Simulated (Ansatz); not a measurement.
# CH4OSeSi: small, medium and large basis sets

Aim: see how fast density functionals converge with the basis set for CH4OSeSi.

Computed with Ansatz 0.2.0, Gaussian basis. Level: one geometry, several basis sets.

The runs, in order: PBE0-D4/def2-SVP; ωB97M-V/def2-SVP; PBE0-D4/def2-QZVPP; ωB97M-V/def2-QZVPP; the functionals' def2-TZVPP values are taken from earlier runs.

## Step 1: The relaxed structure

An earlier PBE0-D4 in a triple-zeta def2 set relaxation fixed the geometry.

SMILES `OC1[SiH2][Se]1`, 8 atoms, charge 0, spin multiplicity 1.

Atoms are counted from 1 here; the program's logs count them from 0.

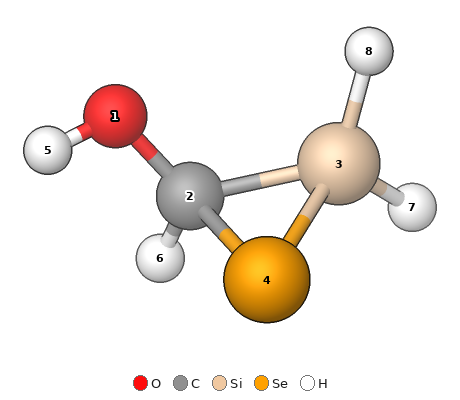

The structure; oxygen red, carbon grey, silicon light orange, selenium orange, hydrogen white; atoms are numbered from 1 in the order of the file.

## Step 2: PBE0-D4 in def2-SVP

in.yaml reads:

```yaml
crystal:
  periodic: [false, false, false]
  atoms:
    - {symbol: O, position_ang: [-0.156179, 1.037066, -1.299687]}
    - {symbol: C, position_ang: [-0.531590, 0.223358, -0.261126]}
    - {symbol: Si, position_ang: [0.735042, -0.868936, 0.527585]}
    - {symbol: Se, position_ang: [-0.068321, 0.866395, 1.660804]}
    - {symbol: H, position_ang: [-0.758736, 1.785738, -1.355222]}
    - {symbol: H, position_ang: [-1.580796, -0.066105, -0.250009]}
    - {symbol: H, position_ang: [0.344524, -2.237487, 0.937732]}
    - {symbol: H, position_ang: [2.108256, -0.797129, -0.015874]}
basis:
  gaussian: {orbitals: def2-SVP}
hamiltonian: {xc: pbe0, dispersion: d4}
output: {orbitals: {seedname: orbitals}}
```

The run is started by

```bash
$ ansatz run in.yaml --threads 4 --pin off --events-out ev --progress --plain --max-ram 10444MiB
```

The log of the run:

```text
Functional definition: PBE0
  name "PBE0"
  cite "Adamo & Barone, J. Chem. Phys. 110, 6158 (1999) doi:10.1063/1.478522"
  cite "Perdew, Burke & Ernzerhof, Phys. Rev. Lett. 77, 3865 (1996) doi:10.1103/PhysRevLett.77.3865"
  parent pbe
  parameter a = 0.25
  parameter kappa = 0.804
  parameter beta = 0.06672455060314922
  exchange = (1 - a)*pbe_x(kappa = kappa, mu = beta*pi^2/3) + a*exact_x
  correlation = pbe_c(beta = beta)
956 factors; integrals over basis functions are off by at most 1.4e-3 eV
mean field evaluation 1: about -76345.2310 eV, gradient 4.0e1 eV
mean field evaluation 2: about -76340.3381 eV, gradient 6.1e1 eV
mean field evaluation 4: about -76348.5499 eV, gradient 3.0e0 eV
mean field evaluation 8: about -76348.6232 eV, gradient 1.5e-1 eV
mean field evaluation 16: about -76348.6233 eV, gradient 4.2e-5 eV
mean field -76348.62330929 eV, -2805.7601556607 hartree, gradient 4.2e-5 eV, S^2 0.000000; 0 other end points of the search recorded, 0 dependent functions left out
reference -76348.62333242 eV, -2805.7601565109 hartree; 33, 33 occupied and 65, 65 virtual orbitals, 956 factors
Total energy: -76348.78567671 eV, -2805.7661225534 hartree
```

Run time: 1.1 s. Hardware: 4 threads of Arm Neoverse V1, shared host.

## Step 3: ωB97M-V in def2-SVP

Edit in.yaml of step 2 so:

```diff
@@ -13,3 +13,3 @@
   gaussian: {orbitals: def2-SVP}
-hamiltonian: {xc: pbe0, dispersion: d4}
+hamiltonian: {xc: {name: wB97M-V}}
 output: {orbitals: {seedname: orbitals}}
```

Launched as before.

The log of the run (excerpt; [...] marks lines left out):

```text
Functional definition: wB97M-V
  name "wB97M-V"
  cite "Mardirossian & Head-Gordon, J. Chem. Phys. 144, 214110 (2016) doi:10.1063/1.4952647"
  cite "Becke, J. Chem. Phys. 107, 8554 (1997) doi:10.1063/1.475007"
  cite "Vydrov & Van Voorhis, J. Chem. Phys. 133, 244103 (2010) doi:10.1063/1.3521275"
  # Of w^i u^j: cxij and so on, Table III.
[...]
  gx(w, u) = 1 - cx + cx01*u + cx10*w
  gss(w, u) = css00 + css04*u^4 + css10*w + css20*w^2 + css43*w^4*u^3
  gos(w, u) = cos00 + cos10*w + (cos20 + cos21*u)*w^2 + (cos60 + cos61*u)*w^6
[...]
      + integral(e_c_pw_mod_opposite_spin*gos(b97_w_opposite, b97_u_opposite)) + vv10(b, c)
956 factors; integrals over basis functions are off by at most 1.4e-3 eV
253 factors; integrals over basis functions are off by at most 6.1e-6 eV
[...]
mean field -76357.57573862 eV, -2806.0891513704 hartree, gradient 3.8e-5 eV, S^2 0.000000; 0 other end points of the search recorded, 0 dependent functions left out
reference -76357.57577682 eV, -2806.0891527745 hartree; 33, 33 occupied and 65, 65 virtual orbitals, 956 factors
Total energy: -76357.57577682 eV, -2806.0891527745 hartree
```

Run time: 4.4 s. Hardware: 4 threads of Arm Neoverse V1, shared host; peak memory 0.3 GiB.

## Step 4: PBE0-D4 in def2-QZVPP

Edit in.yaml of step 3 so:

```diff
@@ -12,4 +12,4 @@
 basis:
-  gaussian: {orbitals: def2-SVP}
-hamiltonian: {xc: {name: wB97M-V}}
+  gaussian: {orbitals: "def2-QZVPP.json"}
+hamiltonian: {xc: pbe0, dispersion: d4}
 output: {orbitals: {seedname: orbitals}}
```

Same command.

The log of the run:

```text
Functional definition: PBE0
  name "PBE0"
  cite "Adamo & Barone, J. Chem. Phys. 110, 6158 (1999) doi:10.1063/1.478522"
  cite "Perdew, Burke & Ernzerhof, Phys. Rev. Lett. 77, 3865 (1996) doi:10.1103/PhysRevLett.77.3865"
  parent pbe
  parameter a = 0.25
  parameter kappa = 0.804
  parameter beta = 0.06672455060314922
  exchange = (1 - a)*pbe_x(kappa = kappa, mu = beta*pi^2/3) + a*exact_x
  correlation = pbe_c(beta = beta)
1540 factors; their error is unknown
mean field evaluation 1: about -76358.7577 eV, gradient 5.5e1 eV
mean field evaluation 2: about -76345.4904 eV, gradient 9.5e1 eV
mean field evaluation 4: about -76364.7588 eV, gradient 5.2e0 eV
mean field evaluation 8: about -76364.8010 eV, gradient 1.5e-1 eV
mean field evaluation 16: about -76365.0069 eV, gradient 3.8e-5 eV
mean field -76365.00687409 eV, -2806.3622405621 hartree, gradient 8.1e-5 eV, S^2 0.000000; 0 other end points of the search recorded, 0 dependent functions left out
reference -76365.00690835 eV, -2806.3622418212 hartree; 33, 33 occupied and 360, 360 virtual orbitals, 1540 factors
Total energy: -76365.16925264 eV, -2806.3682078637 hartree
```

Wall time 7 s (4 threads of Arm Neoverse V1, shared host); peak memory 1.4 GiB.

## Step 5: ωB97M-V in def2-QZVPP

Edit in.yaml of step 4 so:

```diff
@@ -13,3 +13,3 @@
   gaussian: {orbitals: "def2-QZVPP.json"}
-hamiltonian: {xc: pbe0, dispersion: d4}
+hamiltonian: {xc: {name: wB97M-V}}
 output: {orbitals: {seedname: orbitals}}
```

Launched as before.

The log of the run (excerpt; [...] marks lines left out):

```text
Functional definition: wB97M-V
  name "wB97M-V"
  cite "Mardirossian & Head-Gordon, J. Chem. Phys. 144, 214110 (2016) doi:10.1063/1.4952647"
  cite "Becke, J. Chem. Phys. 107, 8554 (1997) doi:10.1063/1.475007"
  cite "Vydrov & Van Voorhis, J. Chem. Phys. 133, 244103 (2010) doi:10.1063/1.3521275"
  # Of w^i u^j: cxij and so on, Table III.
[...]
  gx(w, u) = 1 - cx + cx01*u + cx10*w
  gss(w, u) = css00 + css04*u^4 + css10*w + css20*w^2 + css43*w^4*u^3
  gos(w, u) = cos00 + cos10*w + (cos20 + cos21*u)*w^2 + (cos60 + cos61*u)*w^6
[...]
      + integral(e_c_pw_mod_opposite_spin*gos(b97_w_opposite, b97_u_opposite)) + vv10(b, c)
1495 factors; their error is unknown
319 factors; integrals over basis functions are off by at most 8.3e-6 eV
[...]
mean field -76373.97580072 eV, -2806.6918425365 hartree, gradient 8.3e-5 eV, S^2 0.000000; 0 other end points of the search recorded, 0 dependent functions left out
reference -76373.97585617 eV, -2806.6918445742 hartree; 33, 33 occupied and 360, 360 virtual orbitals, 1495 factors
Total energy: -76373.97585617 eV, -2806.6918445742 hartree
```

It took 16 s on 4 threads of Arm Neoverse V1, shared host; peak memory 1.6 GiB.

## Step 6: Density functionals: the series

The def2-TZVPP values come from earlier runs at the same geometry.

```csv
functional,basis,functions,energy (eV),from the largest (eV),HOMO (eV),LUMO (eV)
PBE0-D4,def2-SVP,98,-76348.7857,16.384,-6.58,-0.31
PBE0-D4,def2-TZVPP,208,-76363.3523,1.817,-6.71,-0.57
PBE0-D4,def2-QZVPP,393,-76365.1693,0.000,-6.73,-0.65
ωB97M-V,def2-SVP,98,-76357.5758,16.400,-8.69,1.64
ωB97M-V,def2-TZVPP,208,-76372.2299,1.746,-8.84,1.19
ωB97M-V,def2-QZVPP,393,-76373.9759,0.000,-8.87,0.93
```

## Step 7: What came out

```
                                       quantity           value
PBE0-D4: double and triple zeta above quadruple  16.38, 1.82 eV
ωB97M-V: double and triple zeta above quadruple  16.40, 1.75 eV
```

In words: PBE0-D4 gains 14.57 eV from double to triple zeta, then 1.82 eV more. These are total energies; as a rule much of such shifts cancels in differences, which this series doesn't test. The LUMO of ωB97M-V is positive and keeps falling with the basis (1.64 to 0.93 eV): an unbound level that the basis holds in place.

For PBE0-D4 the largest set took about 6 times as long as the smallest (7 s against 1.1 s).
